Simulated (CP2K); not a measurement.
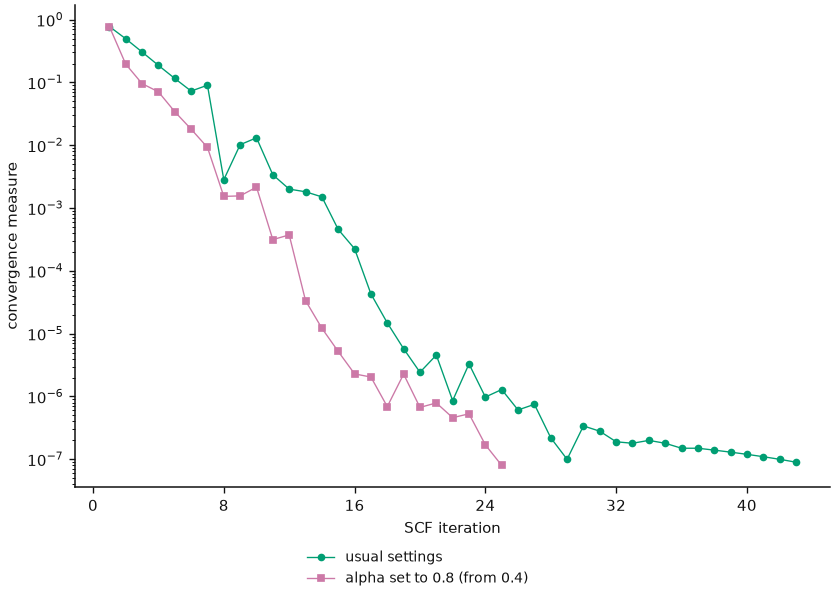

Two SCF runs that differ in one setting.
System: CH7ClOSiSn (SMILES C[SiH](Cl)[SnH2][OH]).
Method: RHF PM3 (CP2K).

Q: How did each SCF end?

A: “alpha set to 0.8 (from 0.4)” converged in 25 iterations. “usual settings” converged in 43 iterations. CP2K mixes the density linearly, with weight alpha, until the error falls below EPS_DIIS, and only then turns to DIIS. That happens at step 7 with the usual settings and at step 4 in the changed run. Both end at the same energy within 1 meV.
